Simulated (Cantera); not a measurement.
A closed system holds: 1 mol SO₂, 0.27 mol H₂, 4.8 mol O₂, equilibrated at 0.100 bar.

Equilibrium computed with Cantera from the NASA thermochemical tables; the gas is ideal and each condensed phase is pure. Candidate condensed phases: H₂O, H₂SO₄, S; 19 gas species. Equilibrium is a limit: real reactors are often held back by kinetics, nucleation or transport.

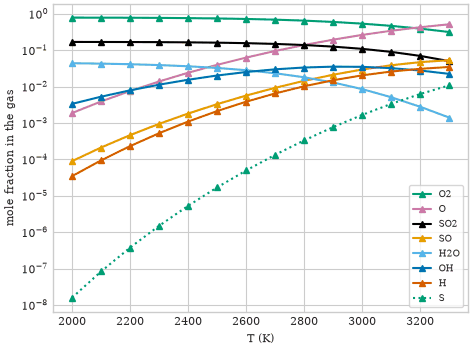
Fig. 1. Equilibrium gas composition (values under 1e-9 drawn at 1e-9)

From 2000 K to 3300 K nothing is condensed.
